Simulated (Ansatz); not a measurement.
System Si₃Sn (space group P-4m2, No. 115); source of the atomic positions: the input geometry of an electronic-structure calculation (not necessarily at equilibrium); the starting structure was generated, so it need not be a known form of this composition.

```
Si Sn
1.0
     4.03764    0.00000    0.00000
     0.00000    4.03764    0.00000
     0.00000    0.00000    5.74862
Si Sn
3 1
Direct
  0.50000 0.00000 0.77460
  0.50000 0.50000 0.00000
  0.00000 0.50000 0.22540
  0.00000 0.00000 0.50000
```

Describe how the polyhedra about Sn are linked (bonds: Si–Sn below 2.9 Å).

Sn: SnSi4 tetrahedron, sharing corners with four neighbours.

They form layers of corner-sharing tetrahedra parallel to (001).

Centre to centre across a shared corner: 4.04 Å.

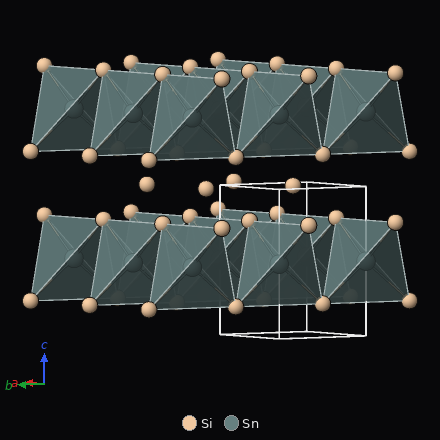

Polyhedra are drawn about Sn (bonds: Si–Sn below 2.9 Å); other atoms are plain spheres.
